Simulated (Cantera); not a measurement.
Input: 1 mol C3H8, 0.043 mol O2, 9.6 mol N2, at 73500 Torr.

These are equilibrium values from Cantera (NASA tables, ideal gas, pure condensed phases), not measurements of a reactor. Candidate condensed phases: C, C6H6, C7H8, C8H18, H2O; 169 gas species. Ions and electrons are included (thermal ionisation). The ideal-gas law is rough above about 30 bar. Kinetics and transport are ignored.

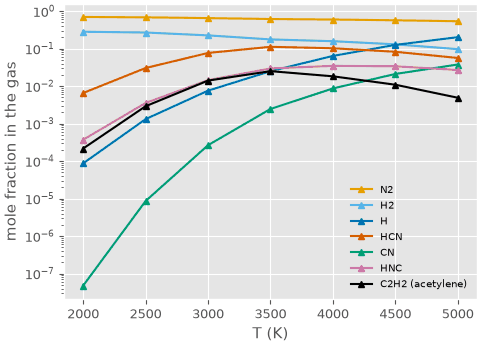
Fig. 1. Equilibrium gas composition (values under 1e-9 drawn at 1e-9)

Read off the mole fractions at 3000 K.

N2 about 0.65, H2 about 0.23, HCN about 0.077, HNC about 0.014, C2H2 (acetylene) about 0.014, H about 0.0076, CN about 0.00027.
